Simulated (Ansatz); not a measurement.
**BH₅OSi: single points off equilibrium**

How do the functionals fare away from a minimum? The structure is a structure displaced at random from a GFN2-xTB minimum.

Program: Ansatz 0.2.0, Gaussian basis. Level of theory: single points in def2-TZVPP. These are calculated values, not measurements.

Correlated methods freeze the cores.

### 1 Where the work starts

8 atoms, charge 0, spin multiplicity 1.

Atoms are counted from 1 here; the program's logs count them from 0.

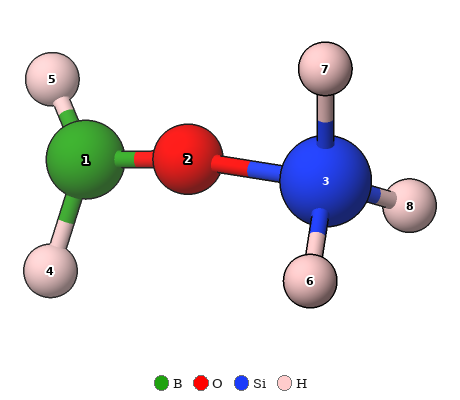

Start geometry, drawn with boron green, oxygen red, silicon blue, hydrogen pink; atoms are numbered from 1 in the order of the file.

As a file:

```
B    -0.47940    0.97300   -1.33920
O    -0.03550    0.21660   -0.36580
Si    0.35420   -0.80070    1.12260
H    -1.76060    1.03300   -1.26570
H     0.16760    1.30970   -2.08130
H    -0.52950   -0.47310    2.28440
H     1.67420   -0.23900    1.56260
H     0.19680   -1.99250    0.74700
```

### 2 CCSD(T)/def2-TZVPP

File run/in.yaml:

```yaml
crystal:
  periodic: [false, false, false]
  atoms:
    - {symbol: B, position_ang: [-0.479400, 0.973000, -1.339200]}
    - {symbol: O, position_ang: [-0.035500, 0.216600, -0.365800]}
    - {symbol: Si, position_ang: [0.354200, -0.800700, 1.122600]}
    - {symbol: H, position_ang: [-1.760600, 1.033000, -1.265700]}
    - {symbol: H, position_ang: [0.167600, 1.309700, -2.081300]}
    - {symbol: H, position_ang: [-0.529500, -0.473100, 2.284400]}
    - {symbol: H, position_ang: [1.674200, -0.239000, 1.562600]}
    - {symbol: H, position_ang: [0.196800, -1.992500, 0.747000]}
basis:
  gaussian: {orbitals: def2-TZVPP}
correlation: {method: ccsd_t}
output: {forces: true}
```

On the command line:

```sh
$ ansatz run in.yaml --threads 4 --pin off --events-out ev --progress --plain --max-ram 5222MiB
```

### 3 PBE0-D4/def2-TZVPP

Edit run/in.yaml of step 2 so:

```diff
@@ -13,3 +13,3 @@
   gaussian: {orbitals: def2-TZVPP}
-correlation: {method: ccsd_t}
-output: {forces: true}
+hamiltonian: {xc: pbe0, dispersion: d4}
+output: {forces: true, orbitals: {seedname: orbitals}}
```

### 4 wB97M-V/def2-TZVPP

Edit run/in.yaml of step 3 so:

```diff
@@ -13,3 +13,3 @@
   gaussian: {orbitals: def2-TZVPP}
-hamiltonian: {xc: pbe0, dispersion: d4}
-output: {forces: true, orbitals: {seedname: orbitals}}
+hamiltonian: {xc: {name: wB97M-V}}
+output: {forces: true}
```

### 5 r2SCAN-D4/def2-TZVPP

Edit run/in.yaml of step 4 so:

```diff
@@ -13,3 +13,3 @@
   gaussian: {orbitals: def2-TZVPP}
-hamiltonian: {xc: {name: wB97M-V}}
+hamiltonian: {xc: r2scan, dispersion: d4}
 output: {forces: true}
```

### 6 PBE-D4/def2-TZVPP

Edit run/in.yaml of step 5 so:

```diff
@@ -13,3 +13,3 @@
   gaussian: {orbitals: def2-TZVPP}
-hamiltonian: {xc: r2scan, dispersion: d4}
+hamiltonian: {xc: pbe, dispersion: d4}
 output: {forces: true}
```

### 7 CAM-B3LYP-D4/def2-TZVPP

Edit run/in.yaml of step 6 so:

```diff
@@ -13,3 +13,3 @@
   gaussian: {orbitals: def2-TZVPP}
-hamiltonian: {xc: pbe, dispersion: d4}
+hamiltonian: {xc: {name: CAM-B3LYP}, dispersion: d4}
 output: {forces: true}
```

### 8 BHLYP-D4/def2-TZVPP

Edit run/in.yaml of step 7 so:

```diff
@@ -13,3 +13,3 @@
   gaussian: {orbitals: def2-TZVPP}
-hamiltonian: {xc: {name: CAM-B3LYP}, dispersion: d4}
+hamiltonian: {xc: {name: BHLYP}, dispersion: d4}
 output: {forces: true}
```

(Steps that only read results are left out.)

Q: Predict the outcome of this session. Wanted: energy less free atoms, CCSD(T)/def2-TZVPP; RMS force component; RMS force error; HOMO and LUMO, PBE0-D4; T1 diagnostic.

**Answer**, as computed:

```
                                  quantity                                                                                                 value
energy less free atoms, CCSD(T)/def2-TZVPP                                                                                            -26.242 eV
                       RMS force component                                                                  3.107 to 3.186 eV/Å over the methods
                           RMS force error  PBE0-D4 0.137, wB97M-V 0.107, r2SCAN-D4 0.092, PBE-D4 0.154, CAM-B3LYP-D4 0.141, BHLYP-D4 0.193 eV/Å
                    HOMO and LUMO, PBE0-D4                                                                                    -7.25 and -0.60 eV
                             T1 diagnostic                                                                                                 0.014
```

**Reading.** Against CCSD(T) the functionals' energies less atoms differ by -0.974 to -0.274 eV, PBE-D4 by -0.594 eV. The reference is not at the basis limit: in triple zeta CCSD(T) underbinds, which counts against methods that bind more; the gaps are no ranking. The forces of r2SCAN-D4 come nearest to CCSD(T), those of BHLYP-D4 are farthest. Frozen-core CCSD(T) forces in triple zeta carry basis errors of their own, and this is one geometry, so small gaps rank nothing.
